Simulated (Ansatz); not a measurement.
# r2SCAN/cc-pVDZ run of BNH3F3 (SMILES [NH3+][B-](F)(F)F)

Aim: the vertical singlet–triplet gap of BNH3F3 at r2SCAN/cc-pVDZ, from 2 runs. 

The calculation is run with Ansatz 0.2.0.

83 further runs of the same task are left out: 83 set aside as unsound or not needed.

**1. The molecule**

BNH3F3: 8 atoms, total charge 0, spin state singlet. As SMILES, `[NH3+][B-](F)(F)F`. The coordinates come from a PBE0-D4/def2-TZVP relaxation.

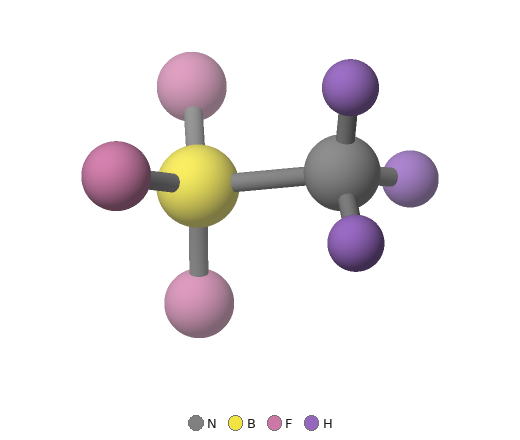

The structure, seen from a chosen angle (nitrogen grey, boron yellow, fluorine pink, hydrogen purple).

**2. The energy at r2SCAN/cc-pVDZ**

Contents of molecule.yaml:

```yaml
basis:
  gaussian: {orbitals: cc-pVDZ}
crystal:
  periodic: [false, false, false]
  atoms:
    - {symbol: "N", position_ang: [-0.501800, -0.052400, 0.645700]}
    - {symbol: B, position_ang: [0.531500, 0.038700, -0.668100]}
    - {symbol: F, position_ang: [1.521100, -0.860400, -0.378100]}
    - {symbol: F, position_ang: [-0.251400, -0.312100, -1.733900]}
    - {symbol: F, position_ang: [0.943600, 1.343300, -0.679400]}
    - {symbol: H, position_ang: [-1.280300, 0.587300, 0.522000]}
    - {symbol: H, position_ang: [-0.006300, 0.194600, 1.496700]}
    - {symbol: H, position_ang: [-0.864300, -0.996100, 0.739300]}
hamiltonian: {xc: {name: r2SCAN}}
accuracy: high
output: {orbitals: {seedname: orbitals}}
```

Run with:

```bash
$ ansatz run molecule.yaml --threads 1 --pin off --max-ram 3480MiB --events-out events.jsonl --progress --plain --runs-dir runs
```

The program printed:

```text
Warning: RAYON_NUM_THREADS=1 ignored (pool sized by the plan → 1); use --threads N
Functional definition: r2SCAN
  name "r2SCAN"
  parameter k0 = 0.174
  parameter k1 = 0.065
  parameter a1 = 4.9479
  exchange = r2scan_x(k0 = k0, k1 = k1, a1 = a1)
  correlation = r2scan_c
1941 factors; integrals over basis functions are off by at most 3.2e-9 eV
mean field evaluation 1: about -10361.5479 eV, gradient 6.0e1 eV
mean field evaluation 2: about -10357.1360 eV, gradient 7.8e1 eV
mean field evaluation 4: about -10367.3721 eV, gradient 9.2e-1 eV
mean field evaluation 8: about -10367.3784 eV, gradient 8.3e-2 eV
mean field evaluation 16: about -10367.3784 eV, gradient 1.0e-6 eV
mean field -10367.37841704 eV, -380.9941295646 hartree, gradient 1.1e-8 eV, S^2 0.000000; 0 other end points of the search recorded, 0 dependent functions left out
reference -10367.37841773 eV, -380.9941295900 hartree; 21, 21 occupied and 64, 64 virtual orbitals, 1941 factors
Total energy: -10367.37841773 eV, -380.9941295900 hartree
```

It took 14 s on 1 thread of Arm Neoverse V1, shared host; peak memory 0.26 GiB.

**3. The triplet, same level**

Changes to molecule.yaml since step 2:

```diff
@@ -1,3 +1 @@
-basis:
-  gaussian: {orbitals: cc-pVDZ}
 crystal:
@@ -13,3 +11,10 @@
     - {symbol: H, position_ang: [-0.864300, -0.996100, 0.739300]}
-hamiltonian: {xc: {name: r2SCAN}}
+basis:
+  gaussian:
+    orbitals: cc-pVDZ
+magnetization:
+  spin_polarized: true
+  initial_magnetization: 2
+hamiltonian:
+  xc: r2scan
 accuracy: high
```

Run with:

```bash
$ ansatz run molecule.yaml --threads 1 --pin off --max-ram 3480MiB --events-out events.jsonl --progress --plain --runs-dir runs
```

The program printed, cut to the lines that bear on the results:

```text
Warning: RAYON_NUM_THREADS=1 ignored (pool sized by the plan → 1); use --threads N
[... 7 set-up lines as earlier in the session ...]
1941 factors; integrals over basis functions are off by at most 3.2e-9 eV
mean field evaluation 1: about -10352.3407 eV, gradient 3.7e1 eV
mean field evaluation 2: about -10335.5554 eV, gradient 6.5e1 eV
mean field evaluation 4: about -10357.2795 eV, gradient 1.8e1 eV
mean field evaluation 8: about -10358.6917 eV, gradient 9.5e-1 eV
mean field evaluation 16: about -10358.6964 eV, gradient 8.8e-4 eV
mean field evaluation 32: about -10355.6698 eV, gradient 1.9e1 eV
mean field -10358.69638986 eV, -380.6750709506 hartree, gradient 2.1e-8 eV, S^2 2.005773; 6 other end points of the search recorded, 0 dependent functions left out
reference -10358.69639170 eV, -380.6750710182 hartree; 22, 20 occupied and 63, 65 virtual orbitals, 1941 factors
Total energy: -10358.69639170 eV, -380.6750710182 hartree
```

It took 33 s on 1 thread of Arm Neoverse V1, shared host; peak memory 0.41 GiB.

**4. Results**

At r2SCAN/cc-pVDZ:

| quantity | value |
| --- | --- |
| singlet: total energy | -380.99413 Eh |
| singlet: HOMO energy | -8.08 eV |
| singlet: LUMO energy | 0.44 eV |
| singlet: HOMO–LUMO gap | 8.52 eV |
| triplet: total energy | -380.67507 Eh |
| triplet: HOMO energy (highest over α and β) | -1.19 eV |
| triplet: ⟨S²⟩ | 2.006 |
| vertical energy of the triplet above the singlet | 8.682 eV |

What this shows: At this shape the triplet lies 8.68 eV (838 kJ/mol) above the singlet.
